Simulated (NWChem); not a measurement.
# the pair AlH2ClO···BH2F: a chain of runs

We compute the energy (singlet AlBH4ClOF, PBE-D3(0)/6-311+G**), then the energy (singlet AlH2ClO, PBE-D3(0)/6-311+G**), then a single-point energy (singlet BH2F, PBE-D3(0)/6-311+G**), then a single-point energy (singlet AlH2ClO, PBE-D3(0)/6-311+G**), then a single-point energy (singlet BH2F, PBE-D3(0)/6-311+G**) of AlBClFH4O and its partners. 

The results are computed with NWChem 7.3.0.

**1. Starting point**

AlBH4ClOF has 9 atoms, charge 0, and is taken as a singlet. The two molecules were placed rigidly side by side, at 0.9 times their contact distance; the pair isn't optimised.

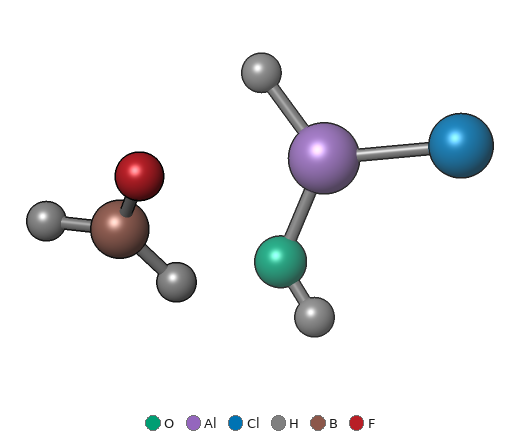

The structure, seen from a chosen angle (oxygen teal, aluminium purple, chlorine blue, hydrogen grey, boron brown, fluorine red).

**2. The energy at PBE-D3(0)/6-311+G(d,p) (run 1)**

a.nw

```
start a
title "AlBClFH4O"
memory total 2200 mb
geometry units angstrom noautosym nocenter noautoz
O       -1.120060       0.385640      -0.506120
Al       0.421040       0.199640       0.145780
Cl       1.104940      -1.710660       0.671080
H       -1.729460      -0.334360      -0.661220
H        1.323540       1.459740       0.350480
B       -1.885690       2.561730       1.875270
F       -1.287020       2.422190       3.039740
H       -2.005660       3.669930       1.437820
H       -2.273850       1.571800       1.324470
end
basis spherical bse
* library 6-311+G**
end
dft
xc xpbe96 cpbe96
disp vdw 3
grid fine
convergence energy 1e-08
iterations 100
mulliken
print low
end
task dft energy
```

Launch:

```sh
$ nwchem a.nw > a.out
```

Output:

```text
[...]
 d= 0,ls=0.0,diis     1   -904.4737065125 -1.14D+03  1.14D-02  2.25D+00     3.8
[...]
 d= 0,ls=0.0,diis    12   -904.6219134693 -1.68D-09  2.88D-07  3.19D-09    37.7
         Total DFT energy =     -904.621913469338
      One electron energy =    -1718.108342394581
           Coulomb energy =      650.113279465713
    Exchange-Corr. energy =      -71.013574948549
 Nuclear repulsion energy =      234.389452549045
    Dispersion correction =       -0.002728140965
[...]
      Total Density - Mulliken Population Analysis
     ---------------------------------------------
    Atom       Charge   Shell Charges
 -----------   ------   -------------------------------------------------------
    1 O    8     8.49   1.08  0.91  0.98  0.99  2.06  0.83  1.63 -0.13  0.13  0.01
    2 Al  13    12.49   0.79  1.18  0.97  1.02  0.77  0.18  2.14  3.76  0.64  0.55  0.09  0.10  0.04  0.26
    3 Cl  17    17.21   0.78  1.19  0.89  1.09  1.01  1.04  7.42 -1.52  1.09  2.99  1.45 -0.10 -0.13  0.01
    4 H    1     0.73   0.27  0.33  0.05  0.07
    5 H    1     1.11   0.24  0.57  0.30  0.01
    6 B    5     5.08   1.13  0.85  0.47  0.70  0.89  0.52  0.38  0.00  0.00  0.14
    7 F    9     8.95   1.08  0.92  1.18  1.09  2.35  0.84  1.58 -0.14  0.04  0.00
    8 H    1     0.99   0.27  0.55  0.17  0.01
    9 H    1     0.96   0.27  0.53  0.15  0.01
[...]
```

Wall time 38 s (1 thread of Intel Xeon 6975P-C (Granite Rapids), shared host); peak memory 0.12 GiB.

**3. AlH2ClO: a single-point energy at PBE-D3(0)/6-311+G(d,p) (run 2)**

run.nw

```
start run
title "AlClH2O"
memory stack 880 mb heap 220 mb global 1100 mb
geometry units angstroms noautosym nocenter noautoz
  O       -1.120060       0.385640      -0.506120
  Al       0.421040       0.199640       0.145780
  Cl       1.104940      -1.710660       0.671080
  H       -1.729460      -0.334360      -0.661220
  H        1.323540       1.459740       0.350480
end
basis spherical bse
  * library 6-311+G**
end
dft
  xc xpbe96 cpbe96
  disp vdw 3
  grid fine
  convergence energy 1e-08
  iterations 100
  mulliken
  print low
end
task dft
```

Launch:

```sh
$ nwchem run.nw > run.out
```

Output:

```text
[...]
 d= 0,ls=0.0,diis     1   -778.7132627425 -9.08D+02  1.56D-02  1.72D+00     1.3
[...]
 d= 0,ls=0.0,diis    11   -778.8075124190 -1.93D-09  1.46D-07  3.03D-10    10.2
         Total DFT energy =     -778.807512418971
      One electron energy =    -1335.243719076819
           Coulomb energy =      483.026928334262
    Exchange-Corr. energy =      -55.891392918357
 Nuclear repulsion energy =      129.301600135331
    Dispersion correction =       -0.000928893388
[...]
      Total Density - Mulliken Population Analysis
     ---------------------------------------------
    Atom       Charge   Shell Charges
 -----------   ------   -------------------------------------------------------
    1 O    8     8.50   1.08  0.91  0.98  0.99  2.06  0.83  1.63 -0.11  0.12  0.01
    2 Al  13    12.42   0.79  1.18  0.97  1.02  0.77  0.17  2.14  3.76  0.64  0.53  0.06  0.05  0.07  0.26
    3 Cl  17    17.24   0.78  1.19  0.89  1.09  1.01  1.03  7.42 -1.52  1.09  2.99  1.43 -0.08 -0.10  0.01
    4 H    1     0.73   0.27  0.33  0.05  0.07
    5 H    1     1.12   0.24  0.57  0.31  0.01
[...]
```

It took 11 s on 1 thread of Intel Xeon 6975P-C (Granite Rapids), shared host; peak memory 0.12 GiB.

**4. BH2F: the energy at PBE-D3(0)/6-311+G(d,p) (run 3)**

bfh2.nw

```
start bfh2
title "BFH2 energy"
memory stack 880 mb heap 220 mb global 1100 mb
geometry noautosym nocenter noautoz
B     -1.885690     2.561730     1.875270
F     -1.287020     2.422190     3.039740
H     -2.005660     3.669930     1.437820
H     -2.273850     1.571800     1.324470
end
basis spherical bse
* library 6-311+G**
end
dft
xc xpbe96 cpbe96
disp vdw 3
grid fine
convergence energy 1e-08
iterations 100
mulliken
noprint "final vectors analysis"
end
task dft energy
```

Launch:

```sh
$ nwchem bfh2.nw > bfh2.out
```

Output:

```text
[...]
          Wavefunction type:  closed shell.
          No. of atoms     :     4
          No. of electrons :    16
[...]
          Charge           :     0
          Spin multiplicity:     1
[...]
          AO basis - number of functions:    56
[...]
              XC Information
              --------------
          PerdewBurkeErnzerhof Exchange Functional  1.000
            Perdew 1991 LDA Correlation Functional  1.000 local
           PerdewBurkeErnz. Correlation Functional  1.000 non-local
[...]
 d= 0,ls=0.0,diis     1   -125.7594314196 -1.53D+02  1.52D-02  5.40D-01     0.3
[...]
 d= 0,ls=0.0,diis     8   -125.8144033157  3.88D-09  1.34D-06  6.74D-08     2.1
         Total DFT energy =     -125.814403315720
      One electron energy =     -227.136262312455
           Coulomb energy =       89.259922651490
    Exchange-Corr. energy =      -15.113392736916
 Nuclear repulsion energy =       27.175704975723
    Dispersion correction =       -0.000375893561
[...]
      Total Density - Mulliken Population Analysis
     ---------------------------------------------
    Atom       Charge   Shell Charges
 -----------   ------   -------------------------------------------------------
    1 B    5     5.03   1.13  0.85  0.47  0.70  0.89  0.48  0.35  0.01  0.01  0.14
    2 F    9     8.97   1.08  0.92  1.18  1.09  2.35  0.83  1.58 -0.12  0.06  0.00
    3 H    1     1.00   0.27  0.55  0.17  0.01
    4 H    1     1.00   0.27  0.55  0.17  0.01
[...]
```

It took 2.7 s on 1 thread of Intel Xeon 6975P-C (Granite Rapids), shared host; peak memory 0.12 GiB.

**5. AlH2ClO among ghost functions: the energy at PBE-D3(0)/6-311+G(d,p) (with ghost functions) (run 4)**

job.nw

```
start job
memory total 2200 mb
charge 0

geometry units atomic noautosym nocenter noautoz
 O  -2.11660664  0.72875398 -0.95642819
 Al  0.79565029  0.37726492  0.27548427
 Cl  2.08803398 -3.23267889  1.26815741
 H  -3.26820574 -0.63184883 -1.24952471
 H   2.50112811  2.75850881  0.66231121
 bqB     -3.563438     4.840968     3.543747
 bqF     -2.432115     4.577276     5.744276
 bqH     -3.790148     6.935163     2.717086
 bqH     -4.296954     2.970272     2.502886
end

basis spherical bse
 O library 6-311+G**
 Al library 6-311+G**
 Cl library 6-311+G**
 H library 6-311+G**
 bqB library B 6-311+G**
 bqF library F 6-311+G**
 bqH library H 6-311+G**
end

dft
 xc xpbe96 cpbe96
 disp vdw 3
 grid fine
 convergence energy 1e-08
 maxiter 100
 mulliken
 print low
end

task dft energy
```

Launch:

```sh
$ nwchem job.nw > job.out
```

Output:

```text
[...]
 d= 0,ls=0.0,diis     1   -778.7135829550 -9.08D+02  9.92D-03  1.72D+00     4.1
[...]
 d= 0,ls=0.0,diis    11   -778.8078884462 -1.94D-09  9.58D-08  3.17D-10    33.6
         Total DFT energy =     -778.807888446160
      One electron energy =    -1335.245356482414
           Coulomb energy =      483.027956922003
    Exchange-Corr. energy =      -55.891150945184
 Nuclear repulsion energy =      129.301590952709
    Dispersion correction =       -0.000928893273
[...]
      Total Density - Mulliken Population Analysis
     ---------------------------------------------
    Atom       Charge   Shell Charges
 -----------   ------   -------------------------------------------------------
    1 O    8     8.49   1.08  0.91  0.98  0.99  2.06  0.83  1.63 -0.14  0.13  0.01
    2 Al  13    12.48   0.79  1.18  0.97  1.02  0.77  0.18  2.14  3.76  0.64  0.54  0.09  0.09  0.05  0.26
    3 Cl  17    17.21   0.78  1.19  0.89  1.09  1.01  1.04  7.42 -1.52  1.09  2.99  1.45 -0.10 -0.13  0.01
    4 H    1     0.73   0.27  0.33  0.06  0.07
    5 H    1     1.11   0.24  0.57  0.30  0.01
    6 X    0    -0.01   0.00 -0.00 -0.00  0.00  0.00  0.00 -0.00 -0.01 -0.00  0.00
    7 X    0    -0.00  -0.00  0.00 -0.00 -0.00  0.00  0.00  0.00 -0.00 -0.00 -0.00
    8 X    0     0.00   0.00 -0.00  0.00  0.00
    9 X    0    -0.01   0.00 -0.00 -0.01  0.00
[...]
```

Run time: 34 s. Hardware: 1 thread of Intel Xeon 6975P-C (Granite Rapids), shared host; peak memory 0.13 GiB.

**6. BH2F among ghost functions: the energy at PBE-D3(0)/6-311+G(d,p) (with ghost functions) (run 5)**

mol.nw

```
start mol
title "BFH2"
memory total 2200 mb
charge 0
geometry noautosym nocenter noautoz
 B     -1.885690     2.561730     1.875270
 F     -1.287020     2.422190     3.039740
 H     -2.005660     3.669930     1.437820
 H     -2.273850     1.571800     1.324470
 bqO     -1.120060     0.385640    -0.506120
 bqAl     0.421040     0.199640     0.145780
 bqCl     1.104940    -1.710660     0.671080
 bqH     -1.729460    -0.334360    -0.661220
 bqH      1.323540     1.459740     0.350480
end
basis spherical bse
 B library 6-311+G**
 F library 6-311+G**
 H library 6-311+G**
 bqO library O 6-311+G**
 bqAl library Al 6-311+G**
 bqCl library Cl 6-311+G**
 bqH library H 6-311+G**
end
dft
 xc xpbe96 cpbe96
 disp vdw 3
 grid fine
 convergence energy 1e-08
 iterations 100
 mulliken
 print low
end
task dft energy
```

Launch:

```sh
$ nwchem mol.nw > mol.out
```

Output:

```text
[...]
 d= 0,ls=0.0,diis     1   -125.7595279149 -1.53D+02  5.83D-03  5.40D-01     3.0
[...]
 d= 0,ls=0.0,diis     8   -125.8145346618  3.92D-09  5.16D-07  6.80D-08    21.3
         Total DFT energy =     -125.814534661781
      One electron energy =     -227.136403312267
           Coulomb energy =       89.259843270136
    Exchange-Corr. energy =      -15.113303701811
 Nuclear repulsion energy =       27.175704975723
    Dispersion correction =       -0.000375893561
[...]
      Total Density - Mulliken Population Analysis
     ---------------------------------------------
    Atom       Charge   Shell Charges
 -----------   ------   -------------------------------------------------------
    1 B    5     5.05   1.13  0.85  0.47  0.70  0.89  0.48  0.36  0.01  0.01  0.14
    2 F    9     8.96   1.08  0.92  1.18  1.09  2.35  0.84  1.58 -0.13  0.05  0.00
    3 H    1     1.00   0.27  0.55  0.17  0.01
    4 H    1     0.99   0.27  0.55  0.17  0.01
    5 X    0    -0.00  -0.00  0.00 -0.00 -0.00  0.00 -0.00 -0.00  0.00 -0.00  0.00
    6 X    0     0.01  -0.00  0.00 -0.00  0.00  0.00  0.00 -0.00  0.00 -0.00  0.00  0.00  0.00 -0.00 -0.00
    7 X    0    -0.00  -0.00  0.00 -0.00  0.00 -0.00  0.00 -0.00  0.00  0.00 -0.00  0.00 -0.00 -0.00 -0.00
    8 X    0    -0.00   0.00  0.00 -0.00  0.00
    9 X    0    -0.00   0.00  0.00 -0.00 -0.00
[...]
```

Run time: 22 s. Hardware: 1 thread of Intel Xeon 6975P-C (Granite Rapids), shared host; peak memory 0.13 GiB.

**7. What came out**

| quantity | value |
| --- | --- |
| run 1, PBE-D3(0)/6-311+G**: total energy | -904.62191 Eh |
| run 1, PBE-D3(0)/6-311+G**: dispersion energy | -7.16 kJ/mol |
| AlH2ClO: total energy | -778.80751 Eh |
| AlH2ClO: dispersion energy | -2.44 kJ/mol |
| BH2F: total energy | -125.81440 Eh |
| BH2F: dipole moment | 0.68 D |
| BH2F: dispersion energy | -0.99 kJ/mol |
| AlH2ClO among ghost functions: total energy | -778.80789 Eh |
| AlH2ClO among ghost functions: dispersion energy | -2.44 kJ/mol |
| BH2F among ghost functions: total energy | -125.81453 Eh |
| BH2F among ghost functions: dispersion energy | -0.99 kJ/mol |
| interaction energy of the rigid parts AlH2ClO and BH2F (parts in their own basis; closest atoms 2.47 Å apart) | 0.000 eV |
| interaction energy of the rigid parts AlH2ClO and BH2F (parts in the whole basis, counterpoise; closest atoms 2.47 Å apart) | 0.014 eV |

The interaction energy of the rigid parts AlH2ClO and BH2F (parts in their own basis; closest atoms 2.47 Å apart) is 0.00 eV (0.0 kJ/mol). Without counterpoise this holds the superposition error of the basis. The interaction energy of the rigid parts AlH2ClO and BH2F (parts in the whole basis, counterpoise; closest atoms 2.47 Å apart) is 0.01 eV (0.3 kcal/mol). The basis-set superposition error is 1.3 kJ/mol. Mulliken charges (AlH2ClO) run from -0.50 on O1 to +0.58 on Al2; in a basis this large or diffuse they mean little.
